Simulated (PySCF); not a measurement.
System: C$_{2}$ (triplet).

```xyz
2

C     0.0000    0.0000   -0.6520
C     0.0000    0.0000    0.6520
```

Computed with PBE0/def2-TZVPP, non-relativistic Hamiltonian with scalar-relativistic core potentials where named, at a bond length of 1.304 Å (PySCF 2.14.0).

**What will maps of the electron density, electron localisation function and spin density show?**

C–C (1.30 Å): ρ is about 2.3 e/Å³ halfway; the ELF peaks at about 0.90 between the atoms (a short, multiple covalent bond).
The unpaired spin (2 electrons) lies mostly on C1 (about 1.0) and C2 (about 1.0), in electrons by Hirshfeld's partition.

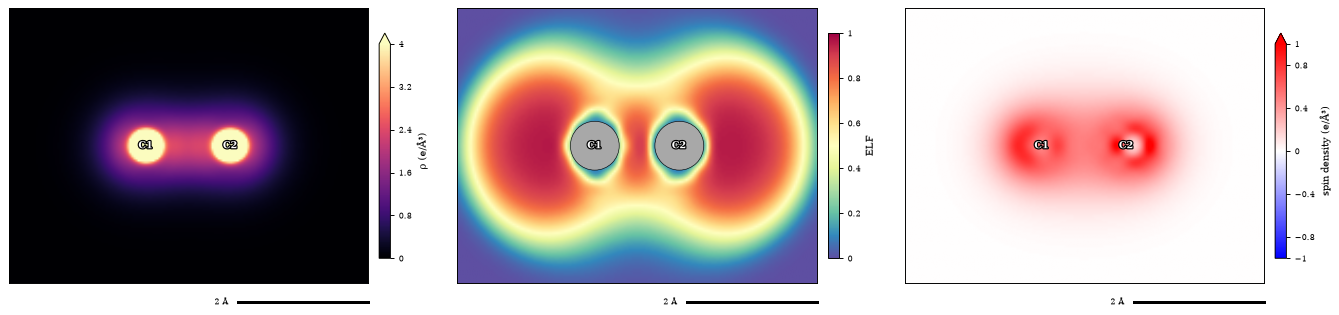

Computed electron density, electron localisation function and spin density on a plane that holds the molecular axis, in this order. Grey discs cover the atomic cores in the ELF map. 
